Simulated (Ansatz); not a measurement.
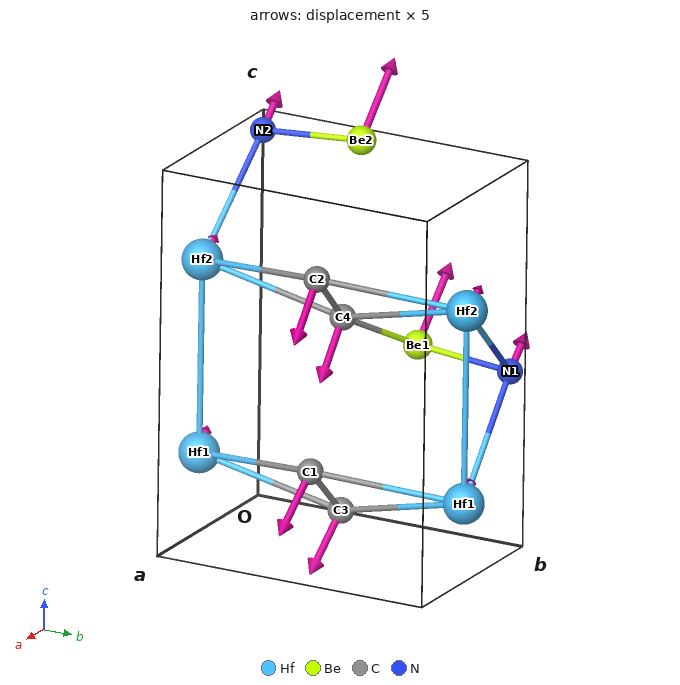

Crystal: HfBeC₂N, coordinates from a relaxation with Ansatz, DFT PBE, scalar-relativistic, plane waves, PAW; the starting structure was generated, so it need not be a known form of this composition. The structure has space group Pc, No. 7, but lies close to a more symmetric one; the arrows, set on the atoms' surfaces, show each atom's displacement from its place in that idealised structure, magnified. The drawing is computed from the coordinates (standard cell, symmetry found to 0.002 Å).

```
Hf Be C N
1.0
     3.22470    0.00000    0.00000
     0.00000    4.79279    0.00000
    -0.17421    0.00000    6.42213
Hf Be C N
2 2 4 2
Direct
  0.59189 0.99915 0.20429
  0.59189 0.00085 0.70429
  0.04546 0.61156 0.47837
  0.04546 0.38844 0.97837
  0.78770 0.49284 0.25107
  0.78770 0.50716 0.75107
  0.50030 0.50173 0.10653
  0.50030 0.49827 0.60653
  0.07601 0.97199 0.46184
  0.07601 0.02801 0.96184
```

> Which is the most symmetric group that a search with looser tolerances finds (in steps up to 1 Å, at an angle tolerance of 8°, moving no atom by more than 0.6 Å)?

P2/c (No. 13), monoclinic, found at a tolerance of 0.55 Å. The actual group is a subgroup of index 2: the point group loses a factor 2 (2/m to m), and all translations are kept.

> How large is the distortion?

Largest displacements (atoms of each element counted in list order): Be1 0.26 Å, Be2 0.26 Å, C2 0.20 Å, C4 0.20 Å; root mean square 0.18 Å; the largest principal strain of the cell against the idealised metric is under 0.05 %.
